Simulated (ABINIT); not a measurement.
**Quasiparticle gap of MgS (Niningerite) in ABINIT**

How does a plane-wave GW calculation on MgS (Niningerite) run from the first input to the gap?

Program: ABINIT 10.8.3. Level of theory: LDA and many-body steps on it, plane waves. Results are calculated unless marked as measured.

### 1. Set-up

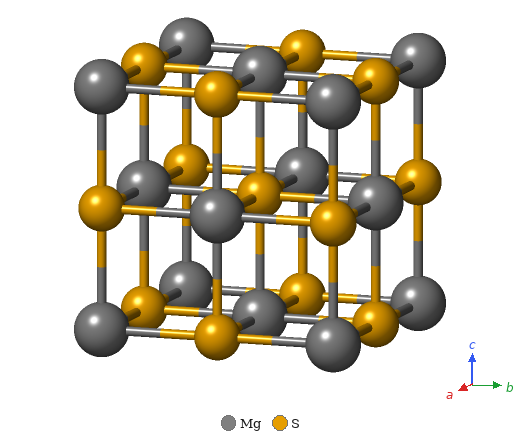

The cell as given, slightly off an axis (magnesium grey, sulfur orange). This picture shows the conventional cell, with its axes. Some periodic images of atoms are drawn too.

The cell and positions come from the Crystallography Open Database and are kept as given unless a step says otherwise.

### 2. Ground state

This step: ABINIT 10.8.3; DFT, LDA, plane waves, norm-conserving pseudopotentials.

The ground-state density comes first.

File run.abi:

```
acell 3*1.0 Angstrom
rprim 
  0.000000000000 2.601650000000 2.601650000000
  2.601650000000 0.000000000000 2.601650000000
  2.601650000000 2.601650000000 0.000000000000
ntypat 2
znucl 12 16
natom 2
typat 1 2
xred 
  0.000000000000 0.000000000000 0.000000000000
  0.500000000000 0.500000000000 0.500000000000
pp_dirpath "pseudos"
pseudos "Mg.upf, S.upf"
ecut 38
ngkpt 6 6 6
nshiftk 1
shiftk 0 0 0
kptopt 1
chksymbreak 0
nband 13
occopt 1
tolvrs 1e-10
nstep 60
prtwf 0
optforces 0
optstress 0
indata_prefix "in"
outdata_prefix "out"
tmpdata_prefix "tmp"
```

Started as:

```bash
$ OMP_NUM_THREADS=1 mpirun -n 4 abinit run.abi > log
```

Numbers of over 12 decimals in the logs are rounded to 6 here.

The program printed:

```text
.Version 10.8.3 of ABINIT. v10.8.2 released Aug 2026.

 Symmetries : space group Fm -3 m (#225); Bravais cF (face-center cubic)
================================================================================
 Values of the parameters that define the memory need of the present run
     intxc =       0    ionmov =       0      iscf =       7    lmnmax =       6
     lnmax =       6     mgfft =      40  mpssoang =       3    mqgrid =    3001
     natom =       2  nloc_mem =       1    nspden =       1   nspinor =       1
    nsppol =       1      nsym =      48    n1xccc =    2501    ntypat =       2
    occopt =       1   xclevel =       1
-    mband =          13        mffmem =           1         mkmem =           4
       mpw =        2683          nfft =       64000          nkpt =          16
================================================================================
  Rough estimation (10% accuracy) of disk space for files :
================================================================================

--------------------------------------------------------------------------------
------------- Echo of variables that govern the present computation ------------
--------------------------------------------------------------------------------
 -outvars: echo values of preprocessed input variables --------
            acell      1.8897261259E+00  1.8897261259E+00  1.8897261259E+00 Bohr

      chksymbreak           0
             ecut      3.80000000E+01 Hartree
-          fftalg         312

              ixc       -1012
              kpt      0.00000000E+00  0.00000000E+00  0.00000000E+00
                       1.66666667E-01  0.00000000E+00  0.00000000E+00
                       3.33333333E-01  0.00000000E+00  0.00000000E+00
                       5.00000000E-01  0.00000000E+00  0.00000000E+00
                       1.66666667E-01  1.66666667E-01  0.00000000E+00
                       3.33333333E-01  1.66666667E-01  0.00000000E+00
                       5.00000000E-01  1.66666667E-01  0.00000000E+00
                      -3.33333333E-01  1.66666667E-01  0.00000000E+00
                      -1.66666667E-01  1.66666667E-01  0.00000000E+00
   [... 5 further rows ...]
                      -3.33333333E-01  3.33333333E-01  1.66666667E-01
                      -3.33333333E-01  5.00000000E-01  1.66666667E-01
         kptrlatt        6    0    0      0    6    0      0    0    6
          kptrlen      4.17170881E+01
P           mkmem           4
            natom           2
            nband          13
            ngfft          40      40      40
             nkpt          16
            nstep          60
             nsym          48
           ntypat           2
              occ      2.000000  2.000000  2.000000  2.000000  2.000000  2.000000
                       2.000000  2.000000  0.000000  0.000000  0.000000  0.000000
                       0.000000
        optforces           0
        optstress           0
            prtwf           0
            rprim      0.0000000000E+00  2.6016500000E+00  2.6016500000E+00
[...]
spgroup         225

           tolvrs      1.00000000E-10

             xred      0.0000000000E+00  0.0000000000E+00  0.0000000000E+00
[...]
znucl       12.00000   16.00000

================================================================================

 chkinp: Checking input parameters for consistency.

================================================================================
== DATASET  1 ==================================================================
-   mpi_nproc: 4, omp_nthreads: 1 (-1 if OMP is not activated)

--- !DatasetInfo
iteration_state: {dtset: 1, }
dimensions: {natom: 2, nkpt: 16, mband: 13, nsppol: 1, nspinor: 1, nspden: 1, mpw: 2683, }
cutoff_energies: {ecut:  38.0, pawecutdg:  -1.0, }
electrons: {nelect:   1.60000000E+01, charge:   0.00000000E+00, occopt:   1.00000000E+00, tsmear:   1.00000000E-02, }

 Real(R)+Recip(G) space primitive vectors, cartesian coordinates (Bohr,Bohr^-1):
 R(1)=  0.0000000  4.9164060  4.9164060  G(1)= -0.1017003  0.1017003  0.1017003
 R(2)=  4.9164060  0.0000000  4.9164060  G(2)=  0.1017003 -0.1017003  0.1017003
 R(3)=  4.9164060  4.9164060  0.0000000  G(3)=  0.1017003  0.1017003 -0.1017003
 Unit cell volume ucvol=  2.3766937E+02 bohr^3
 Angles (23,13,12)=  6.00000000E+01  6.00000000E+01  6.00000000E+01 degrees

 getcut: wavevector=  0.0000  0.0000  0.0000  ngfft=  40  40  40
         ecut(hartree)=     38.000   => boxcut(ratio)=   2.07320

--- Pseudopotential description ------------------------------------------------
- Mg Generated using ONCVPSP code by D. R. Hamann
- 12.00000  10.00000  180309                  znucl, zion, pspdat
12 -1012 1 -1 1510                            pspcod,pspxc,lmax,lloc,mmax
     nproj     2     2     0
  pspatm : epsatm=    9.23542517
         --- l  ekb(1:nproj) -->
[...]
pspatm: atomic psp has been read  and splines computed

- S Generated using ONCVPSP code by D. R. Hamann
- 16.00000   6.00000  180309                  znucl, zion, pspdat
12 -1012 2 -1 1132                            pspcod,pspxc,lmax,lloc,mmax
     nproj     2     2     2
  pspatm : epsatm=    8.64647033
         --- l  ekb(1:nproj) -->
[...]
2   -2.858321   -0.603195
 pspatm: atomic psp has been read  and splines computed

   2.86110328E+02                                ecore*ucvol(ha*bohr**3)
--------------------------------------------------------------------------------

_setup2: Arith. and geom. avg. npw (full set) are    2660.634    2660.619

================================================================================

--- !BeginCycle
iteration_state: {dtset: 1, }
solver: {iscf: 7, nstep: 60, nline: 4, wfoptalg: 0, }
tolerances: {tolvrs: 1.00E-10, }

     iter   Etot(hartree)      deltaE(h)  residm     vres2
 ETOT  1  -70.407877803226    -7.041E+01 6.091E-02 1.399E+02
 ETOT  2  -70.447058897312    -3.918E-02 2.280E-03 1.082E+01
 ETOT  3  -70.448624993451    -1.566E-03 8.363E-04 2.021E-01
 ETOT  4  -70.448637506290    -1.251E-05 3.323E-04 1.583E-03
 ETOT  5  -70.448637635684    -1.294E-07 5.913E-05 2.239E-04
 ETOT  6  -70.448637692170    -5.649E-08 2.699E-05 3.456E-06
 ETOT  7  -70.448637692528    -3.584E-10 9.982E-06 4.680E-08
 ETOT  8  -70.448637692542    -1.431E-11 3.440E-06 1.342E-10
 ETOT  9  -70.448637692539     3.297E-12 1.729E-06 2.812E-14

 At SCF step    9       vres2   =  2.81E-14 < tolvrs=  1.00E-10 =>converged.

--- !ResultsGS
iteration_state: {dtset: 1, }
comment   : Summary of ground state results
lattice_vectors:
- [  0.0000000,   4.9164060,   4.9164060, ]
- [  4.9164060,   0.0000000,   4.9164060, ]
- [  4.9164060,   4.9164060,   0.0000000, ]
lattice_lengths: [   6.95285,    6.95285,    6.95285, ]
lattice_angles: [ 60.000,  60.000,  60.000, ] # degrees, (23, 13, 12)
lattice_volume:   2.3766937E+02
convergence: {deltae:  3.297E-12, res2:  2.812E-14, residm:  1.729E-06, diffor:  0.000E+00, }
etotal    :  -7.04486377E+01
entropy   :   0.00000000E+00
fermie    :   1.51554438E-01
cartesian_stress_tensor: null
pressure_GPa: null
xred      :
- [  0.0000E+00,   0.0000E+00,   0.0000E+00, Mg]
- [  5.0000E-01,   5.0000E-01,   5.0000E-01,  S]
cartesian_forces: null
force_length_stats: {min: null, max: null, mean: null, }

 Integrated electronic density in atomic spheres:
 ------------------------------------------------
 Atom  Sphere_radius  Integrated_density
    1        2.00000          8.27459750
    2        2.00000          3.94798772
================================================================================

 ----iterations are completed or convergence reached----

 Mean square residual over all n,k,spin=   12.601E-09; max=  17.291E-07
 reduced coordinates (array xred) for    2 atoms
       0.000000000000      0.000000000000      0.000000000000
       0.500000000000      0.500000000000      0.500000000000
 rms dE/dt=  0.0000E+00; max dE/dt=  0.0000E+00; dE/dt below (all hartree)
    1       0.000000000000      0.000000000000      0.000000000000
    2       0.000000000000      0.000000000000      0.000000000000

 cartesian coordinates (angstrom) at end:
    1      0.000000     0.000000     0.000000
    2      2.601650     2.601650     2.601650
 length scales=  1.889726125908  1.889726125908  1.889726125908 bohr
              =  1.000000000000  1.000000000000  1.000000000000 angstroms
 prteigrs : about to open file out_EIG
 Fermi (or HOMO) energy (hartree) =   0.15155   Average Vxc (hartree)=  -0.37593
 Eigenvalues (hartree) for nkpt=  16  k points:
 kpt#   1, nband= 13, wtk=  0.00463, kpt=  0.0000  0.0000  0.0000 (reduced coord)
  -2.57042   -1.37271   -1.37271   -1.37271   -0.31333    0.15155    0.15155    0.15155
   0.27930    0.43940    0.43940    0.43940    0.52736
 prteigrs : prtvol=0 or 1, do not print more k-points.

--- !EnergyTerms
iteration_state     : {dtset: 1, }
comment             : Components of total free energy in Hartree
kinetic             :  3.77241685450106E+01
hartree             :  2.21226616567496E+01
xc                  : -1.09194401206114E+01
Ewald energy        : -3.83567382364803E+01
psp_core            :  1.20381659547425E+00
local_psp           : -6.55916085367051E+01
non_local_psp       : -1.66314975959769E+01
total_energy        : -7.04486376925392E+01
total_energy_eV     : -1.91700509075486E+03
band_energy         : -1.34841735437844E+01

== END DATASET(S) ==============================================================
================================================================================

 -outvars: echo values of variables after computation  --------
           etotal     -7.0448637693E+01
            nband          13
             nkpt          16
          spgroup         225
 [... the other variables as echoed above ...]

 Calculation completed.
```

The job ended after 5.5 s (4 MPI ranks of Arm Neoverse V2, shared host; peak memory 0.3 GiB).

This step gave:

* total energy: -1917.0051 eV
* gap: 2.559 eV
* k of the valence top: 0, 0, 0
* k of the conduction bottom: 0.5, 0.5, 0
* least direct gap: 3.476 eV

The gap is indirect, with the least direct gap 0.92 eV higher.

### 3. Bands along the symmetry lines

Levels along a band path, at the cheap level, show where the edges lie and whether the meshes to come will hold them.

File run.abi:

```
acell 3*1.0 Angstrom
rprim 
  0.000000000000 2.601650000000 2.601650000000
  2.601650000000 0.000000000000 2.601650000000
  2.601650000000 2.601650000000 0.000000000000
ntypat 2
znucl 12 16
natom 2
typat 1 2
xred 
  0.000000000000 0.000000000000 0.000000000000
  0.500000000000 0.500000000000 0.500000000000
pp_dirpath "pseudos"
pseudos "Mg.upf, S.upf"
ecut 38
iscf -2
irdden 1
kptopt 0
nkpt 50
kpt 
  0.00000000 0.00000000 0.00000000
  0.06250000 0.00000000 0.06250000
  0.12500000 0.00000000 0.12500000
  0.18750000 0.00000000 0.18750000
  0.25000000 0.00000000 0.25000000
  0.31250000 0.00000000 0.31250000
  0.37500000 0.00000000 0.37500000
  0.43750000 0.00000000 0.43750000
  0.50000000 0.00000000 0.50000000
  0.51562500 0.03125000 0.51562500
  0.53125000 0.06250000 0.53125000
  0.54687500 0.09375000 0.54687500
  0.56250000 0.12500000 0.56250000
  0.57812500 0.15625000 0.57812500
  0.59375000 0.18750000 0.59375000
  0.60937500 0.21875000 0.60937500
  0.62500000 0.25000000 0.62500000
  0.37500000 0.37500000 0.75000000
  0.32812500 0.32812500 0.65625000
  0.28125000 0.28125000 0.56250000
  0.23437500 0.23437500 0.46875000
  0.18750000 0.18750000 0.37500000
  0.14062500 0.14062500 0.28125000
  0.09375000 0.09375000 0.18750000
  0.04687500 0.04687500 0.09375000
  0.00000000 0.00000000 0.00000000
  0.06250000 0.06250000 0.06250000
  0.12500000 0.12500000 0.12500000
  0.18750000 0.18750000 0.18750000
  0.25000000 0.25000000 0.25000000
  0.31250000 0.31250000 0.31250000
  0.37500000 0.37500000 0.37500000
  0.43750000 0.43750000 0.43750000
  0.50000000 0.50000000 0.50000000
  0.50000000 0.46875000 0.53125000
  0.50000000 0.43750000 0.56250000
  0.50000000 0.40625000 0.59375000
  0.50000000 0.37500000 0.62500000
  0.50000000 0.34375000 0.65625000
  0.50000000 0.31250000 0.68750000
  0.50000000 0.28125000 0.71875000
  0.50000000 0.25000000 0.75000000
  0.50000000 0.21875000 0.71875000
  0.50000000 0.18750000 0.68750000
  0.50000000 0.15625000 0.65625000
  0.50000000 0.12500000 0.62500000
  0.50000000 0.09375000 0.59375000
  0.50000000 0.06250000 0.56250000
  0.50000000 0.03125000 0.53125000
  0.50000000 0.00000000 0.50000000
istwfk *1
nband 15
nbdbuf 2
tolwfr 1e-08
nstep 40
prtwf 0
prtvol 0
indata_prefix "in"
outdata_prefix "out"
tmpdata_prefix "tmp"
```

The program printed:

```text
.Version 10.8.3 of ABINIT. v10.8.2 released Aug 2026.

 Symmetries : space group Fm -3 m (#225); Bravais cF (face-center cubic)
[... echo of the input left out ...]
== DATASET  1 ==================================================================
-   mpi_nproc: 4, omp_nthreads: 1 (-1 if OMP is not activated)

--- !DatasetInfo
iteration_state: {dtset: 1, }
dimensions: {natom: 2, nkpt: 50, mband: 15, nsppol: 1, nspinor: 1, nspden: 1, mpw: 2698, }
cutoff_energies: {ecut:  38.0, pawecutdg:  -1.0, }
electrons: {nelect:   1.60000000E+01, charge:   0.00000000E+00, occopt:   1.00000000E+00, tsmear:   1.00000000E-02, }

 Real(R)+Recip(G) space primitive vectors, cartesian coordinates (Bohr,Bohr^-1):
 R(1)=  0.0000000  4.9164060  4.9164060  G(1)= -0.1017003  0.1017003  0.1017003
 R(2)=  4.9164060  0.0000000  4.9164060  G(2)=  0.1017003 -0.1017003  0.1017003
 R(3)=  4.9164060  4.9164060  0.0000000  G(3)=  0.1017003  0.1017003 -0.1017003
 Unit cell volume ucvol=  2.3766937E+02 bohr^3
 Angles (23,13,12)=  6.00000000E+01  6.00000000E+01  6.00000000E+01 degrees

 getcut: wavevector=  0.0000  0.0000  0.0000  ngfft=  40  40  40
         ecut(hartree)=     38.000   => boxcut(ratio)=   2.07320

--- Pseudopotential description ------------------------------------------------
- Mg Generated using ONCVPSP code by D. R. Hamann
- 12.00000  10.00000  180309                  znucl, zion, pspdat
12 -1012 1 -1 1510                            pspcod,pspxc,lmax,lloc,mmax
     nproj     2     2     0
  pspatm : epsatm=    9.23542517
         --- l  ekb(1:nproj) -->
             0    2.239033   -0.828749
             1   -6.545315   -2.523783
 pspatm: atomic psp has been read  and splines computed

- S Generated using ONCVPSP code by D. R. Hamann
- 16.00000   6.00000  180309                  znucl, zion, pspdat
12 -1012 2 -1 1132                            pspcod,pspxc,lmax,lloc,mmax
     nproj     2     2     2
  pspatm : epsatm=    8.64647033
         --- l  ekb(1:nproj) -->
             0    6.829465    0.577472
[...]
pspatm: atomic psp has been read  and splines computed

--------------------------------------------------------------------------------

================================================================================
 prteigrs : about to open file out_EIG
 Non-SCF case, kpt    1 (  0.00000  0.00000  0.00000), residuals and eigenvalues=
  7.21E-09  1.88E-09  2.51E-09  7.84E-09  5.38E-09  1.86E-09  3.23E-09  5.15E-09
  3.93E-09  1.90E-09  3.75E-09  7.07E-09  7.28E-09  5.56E-09  3.88E-04
 -2.5704E+00 -1.3727E+00 -1.3727E+00 -1.3727E+00 -3.1333E-01  1.5155E-01
  1.5155E-01  1.5155E-01  2.7930E-01  4.3940E-01  4.3940E-01  4.3940E-01
[...]
Non-SCF case, kpt    2 (  0.06250  0.00000  0.06250), residuals and eigenvalues=
  5.89E-09  2.17E-09  2.45E-09  8.63E-09  7.08E-09  7.61E-09  1.20E-09  5.42E-09
[...]
4.46E-09  2.57E-09  1.43E-09  2.25E-09  6.78E-09  6.00E-09  4.86E-09  8.67E-09
  8.64E-09  8.96E-09  3.88E-09  5.94E-09  3.02E-09  8.15E-08  3.96E-04
[...]
Non-SCF case, kpt   49 (  0.50000  0.03125  0.53125), residuals and eigenvalues=
[...]
Non-SCF case, kpt   50 (  0.50000  0.00000  0.50000), residuals and eigenvalues=
[...]
-2.5704E+00 -1.3729E+00 -1.3728E+00 -1.3728E+00 -2.5066E-01 -4.2354E-03
  8.9008E-02  8.9008E-02  2.4559E-01  3.0838E-01  5.8472E-01  6.1631E-01
[...]
--- !ResultsGS
iteration_state: {dtset: 1, }
comment   : Summary of ground state results
lattice_vectors:
- [  0.0000000,   4.9164060,   4.9164060, ]
- [  4.9164060,   0.0000000,   4.9164060, ]
- [  4.9164060,   4.9164060,   0.0000000, ]
lattice_lengths: [   6.95285,    6.95285,    6.95285, ]
lattice_angles: [ 60.000,  60.000,  60.000, ] # degrees, (23, 13, 12)
lattice_volume:   2.3766937E+02
convergence: {deltae:  0.000E+00, res2:  0.000E+00, residm:  9.977E-09, diffor:  0.000E+00, }
etotal    :  -7.04486377E+01
entropy   :   0.00000000E+00
fermie    :   1.51554438E-01
cartesian_stress_tensor: null
pressure_GPa: null
xred      :
- [  0.0000E+00,   0.0000E+00,   0.0000E+00, Mg]
- [  5.0000E-01,   5.0000E-01,   5.0000E-01,  S]
cartesian_forces: null
force_length_stats: {min: null, max: null, mean: null, }

 Integrated electronic density in atomic spheres:
 ------------------------------------------------
 Atom  Sphere_radius  Integrated_density
[...]
================================================================================

 ----iterations are completed or convergence reached----

 Mean square residual over all n,k,spin=   44.927E-10; max=  99.770E-10
 reduced coordinates (array xred) for    2 atoms
       0.000000000000      0.000000000000      0.000000000000
       0.500000000000      0.500000000000      0.500000000000

 cartesian coordinates (angstrom) at end:
    1      0.000000     0.000000     0.000000
    2      2.601650     2.601650     2.601650
 length scales=  1.889726125908  1.889726125908  1.889726125908 bohr
              =  1.000000000000  1.000000000000  1.000000000000 angstroms
 prteigrs : about to open file out_EIG
 Eigenvalues (hartree) for nkpt=  50  k points:
 kpt#   1, nband= 15, wtk=  1.00000, kpt=  0.0000  0.0000  0.0000 (reduced coord)
[...]
kpt#   2, nband= 15, wtk=  1.00000, kpt=  0.0625  0.0000  0.0625 (reduced coord)
[...]
kpt#   3, nband= 15, wtk=  1.00000, kpt=  0.1250  0.0000  0.1250 (reduced coord)
[...]
kpt#  49, nband= 15, wtk=  1.00000, kpt=  0.5000  0.0313  0.5313 (reduced coord)
  -2.57040   -1.37292   -1.37279   -1.37279   -0.25059   -0.00365    0.08742    0.08776
   0.24837    0.31120    0.58124    0.59714    0.63378    0.65013    0.72221
 kpt#  50, nband= 15, wtk=  1.00000, kpt=  0.5000  0.0000  0.5000 (reduced coord)
  -2.57040   -1.37292   -1.37280   -1.37280   -0.25066   -0.00424    0.08901    0.08901
   0.24559    0.30838    0.58472    0.61631    0.63321    0.63321    0.72230

== END DATASET(S) ==============================================================
================================================================================

 -outvars: echo values of variables after computation  --------
            nband          15
             nkpt          50
          spgroup         225
 [... the other variables as echoed above ...]

 Calculation completed.
```

The job ended after 7 s (4 MPI ranks; peak memory 0.29 GiB).

Numbers from this step:

| Item | Value |
| --- | --- |
| gap | 2.559 eV |
| k of the valence top | 0, 0, 0 |
| k of the conduction bottom | 0.5, 0, 0.5 |
| least direct gap | 3.476 eV |

The gap is 2.559 eV, as in the run before at this level.

The electronic bands at the labelled points (eV, zero at the top of the highest filled band; v1 is the highest filled band, c1 the lowest empty one):

```tsv
point	v4	v3	v2	v1	c1	c2	c3	c4
Γ	-12.65	0.00	0.00	0.00	3.48	7.83	7.83	7.83
X	-10.94	-4.24	-1.70	-1.70	2.56	4.27	11.79	12.65
U	-10.94	-3.74	-3.24	-1.37	3.71	6.57	9.51	9.92
jump to K	-10.94	-3.74	-3.24	-1.37	3.71	6.57	9.51	9.92
Γ	-12.65	0.00	0.00	0.00	3.48	7.83	7.83	7.83
L	-11.31	-4.90	-0.59	-0.59	4.37	6.73	6.73	9.85
W	-10.90	-3.27	-3.27	-2.41	5.08	7.83	7.83	7.85
X	-10.94	-4.24	-1.70	-1.70	2.56	4.27	11.79	12.65
```

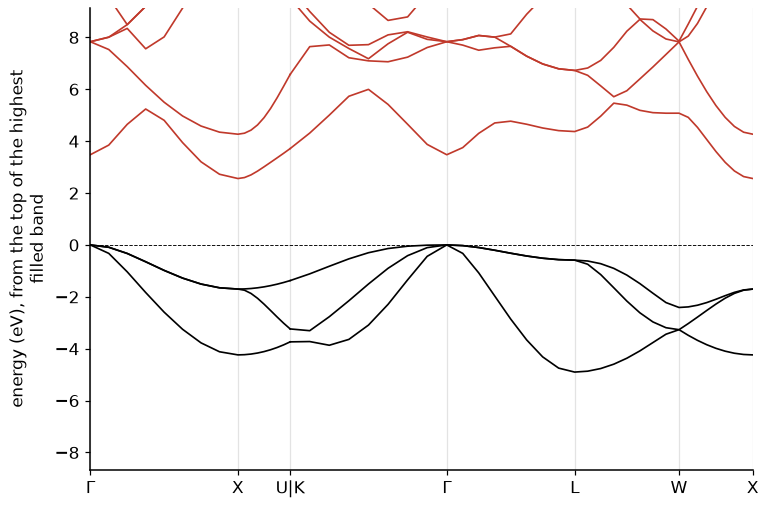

Electronic bands along the path; lines of filled and empty bands in two colours.

[end of part 1 of 2]

[Paths, hosts, dates, memory and timing lines, banners, echoed tables and standing remarks are left out of the program output.]

[Logs are printed without paths, hosts, clocks, repeated set-up lines and the standing remarks that a program may print on its own settings, such as how far it seeks lower states.]

[Runs of the session that timed out or met a known fault of the program may be left out.]

[Hosts, paths, dates, database ids (printed as entryN), source tags and the programs' standing remarks are cut or masked in the printed files.]

[G0W0 gaps are taken among the corrected bands and points alone; a level outside them can change the order at an edge.]

[Where Ansatz stands beside ABINIT at settings called matched, ABINIT's density can come from a denser mesh and the files from another edition; pairs whose starting gaps differed by over 0.03 eV were left out, so agreement reads better than it is.]
